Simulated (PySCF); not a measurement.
# C6H12N2Si: what the fields show

```yaml
atoms:
  - { symbol: C, position_ang: [-1.6496, 0.7872, -1.6183] }
  - { symbol: N, position_ang: [-1.3534, 0.3661, -0.2696] }
  - { symbol: C, position_ang: [-2.5447, 0.2193, 0.5324] }
  - { symbol: Si, position_ang: [0.0139, -0.6268, 0.0374] }
  - { symbol: C, position_ang: [1.6778, 0.2038, -0.3793] }
  - { symbol: C, position_ang: [2.1356, 0.0269, 1.0896] }
  - { symbol: C, position_ang: [3.0801, -1.0454, 1.1997] }
  - { symbol: N, position_ang: [3.8178, -1.9172, 1.2776] }
  - { symbol: C, position_ang: [0.7922, -0.3591, 1.7564] }
  - { symbol: H, position_ang: [-0.7227, 0.9283, -2.1673] }
  - { symbol: H, position_ang: [-2.1970, 1.7322, -1.5939] }
  - { symbol: H, position_ang: [-2.2615, 0.0503, -2.1506] }
  - { symbol: H, position_ang: [-3.2119, -0.5530, 0.1333] }
  - { symbol: H, position_ang: [-3.0906, 1.1655, 0.5537] }
  - { symbol: H, position_ang: [-2.2683, -0.0531, 1.5472] }
  - { symbol: H, position_ang: [-0.0459, -2.0430, -0.3610] }
  - { symbol: H, position_ang: [2.3306, -0.2969, -1.0899] }
  - { symbol: H, position_ang: [1.6303, 1.2556, -0.6517] }
  - { symbol: H, position_ang: [2.5897, 0.9261, 1.5154] }
  - { symbol: H, position_ang: [0.8783, -1.2186, 2.4164] }
  - { symbol: H, position_ang: [0.3903, 0.4686, 2.3361] }
```

Geometry: GFN2-xTB.

All numbers below come from PBE0/pcSseg-1, SCF density, gas phase, non-relativistic in PySCF.

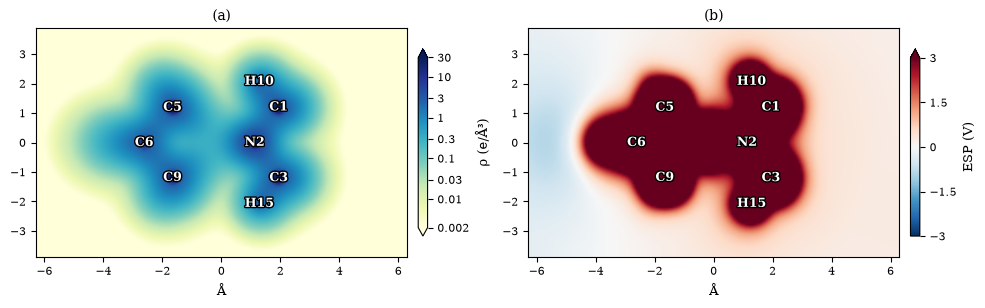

Figure 1. (a) total electron density; (b) electrostatic potential on the plane of atoms N2, C3 and H15.

**Interpret the plot.**

- Atoms in the plane: C, N and H.
- C–H (1.09 Å): ρ at the midpoint is about 2 e/Å³.
- C–C (1.55 Å): the density is about 1.6 e/Å³ at the midpoint.
- Outside the dense part of the molecule the potential is most negative (−0.9 V) near N8, which lies off the plane.

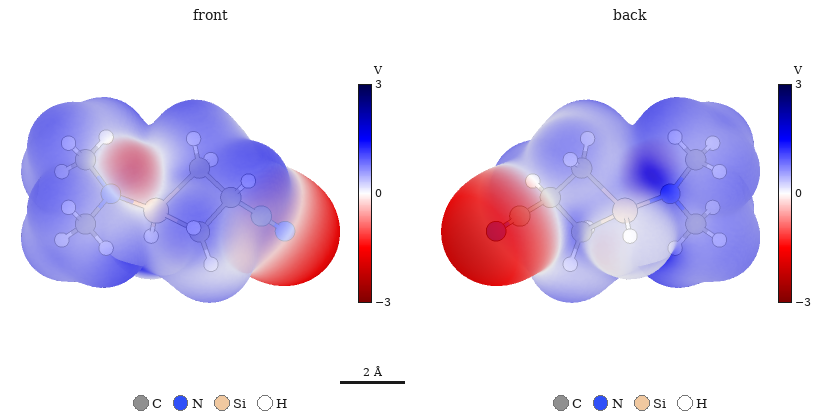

Figure 2. The molecular electrostatic potential painted on the density surface at 0.002 e/bohr³, seen from the front and from behind; the colour scale runs from red (negative) to blue (positive).

**Describe the electrostatic potential map.**

The most negative region (about −2.0 V, or −46 kcal/mol for a unit charge) lies over N8, the most positive (about +1.4 V, or +32 kcal/mol for a unit charge) over Si4. N8 is the likeliest acceptor of a hydrogen bond.

**What dipole moment does the calculation give?**

Its dipole moment is 5.32 D.
